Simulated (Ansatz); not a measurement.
BrCl₃GaH

Input

```
crystal:
  periodic: [false, false, false]
  atoms:
    - {symbol: Ga, position_ang: [-0.204517, -0.746508, 0.214391]}
    - {symbol: Cl, position_ang: [-0.309219, 1.716320, -0.805135]}
    - {symbol: Cl, position_ang: [-0.523606, -1.835406, -1.584823]}
    - {symbol: Cl, position_ang: [-1.801947, -0.568247, 1.607631]}
    - {symbol: H, position_ang: [0.897480, 1.903743, -0.396218]}
    - {symbol: Br, position_ang: [1.941809, -0.469901, 0.964053]}
basis:
  gaussian: {orbitals: def2-TZVPP}
hamiltonian: {xc: pbe0, dispersion: d4}
output: {orbitals: {seedname: orbitals}}
```

Run with:

```sh
ansatz run in.yaml --threads 8 --pin off --events-out ev --progress --plain --max-ram 19148MiB
```

The product side of a reaction path; geometry: PBE0-D4/def2-TZVP.

Method: Ansatz 0.2.0, RKS PBE0-D4/def2-TZVPP.

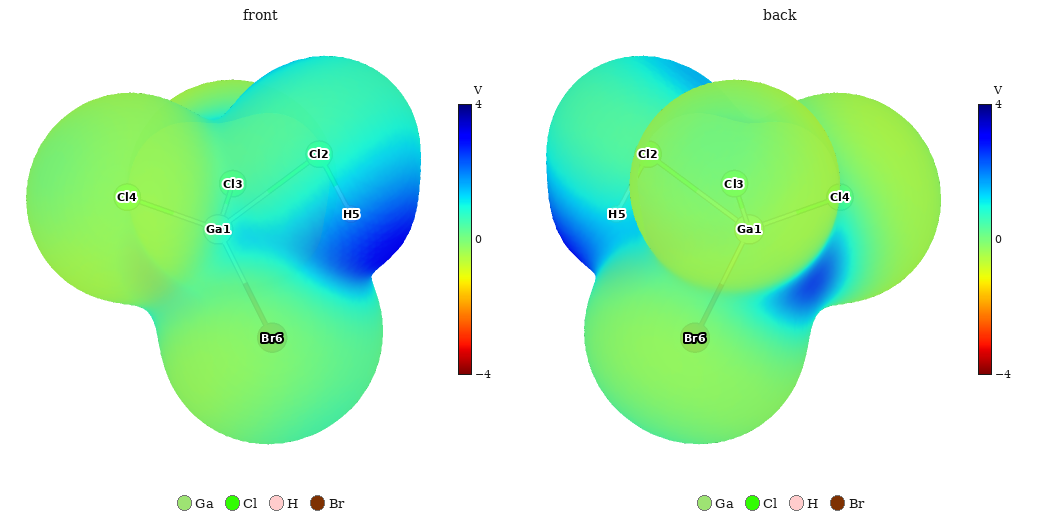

Figure 1. The molecular electrostatic potential painted on the density surface at 0.002 e/bohr³, seen from the front and from behind; red is negative and blue positive.

Describe the electrostatic potential map.

The most negative region (about −0.5 V) lies over Cl3 and Cl4, the most positive (about +3.0 V) over H5.

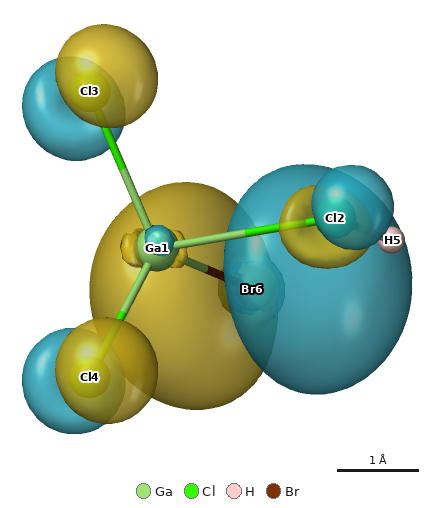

Figure 2. The HOMO−1 at ±0.08 Å⁻³ᐟ² (yellow and cyan are the two phases), seen from one side.

Where does this orbital lie, and at what energy?

Its weight (Hirshfeld) is mainly on Br6 (about 85 %); largely a lone pair of Br6. Its energy is −8.99 eV.

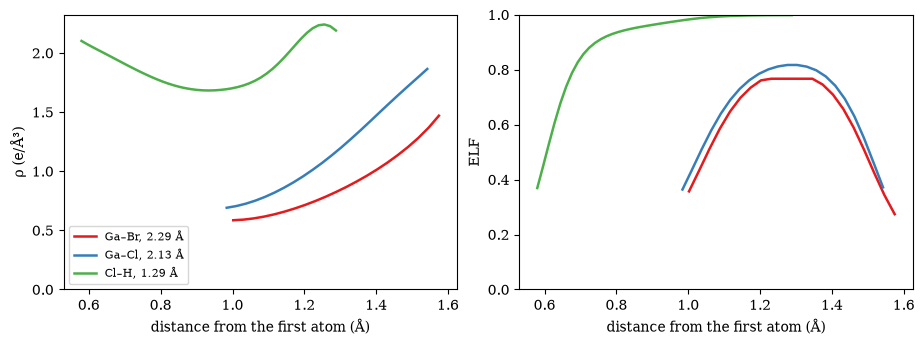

Figure 3. Electron density and electron localisation function along straight lines between neighbouring atoms. The curves leave out the atomic cores.

Compare the contacts.

Ga–Br (2.29 Å): the density is about 0.66 e/Å³ at the midpoint; the ELF peaks at about 0.75 in the valence shell of Br, 1.1 Å from its nucleus, and is about 0.70 at the midpoint.
Ga–Cl (2.13 Å): the density is about 0.75 e/Å³ at the midpoint; the ELF peaks at about 0.80 in the valence shell of Cl, 0.9 Å from its nucleus, and is about 0.60 at the midpoint.
Cl–H (1.29 Å): the density is about 2 e/Å³ at the midpoint; the ELF climbs to about 1 towards the hydrogen, as it does in any bond to H.
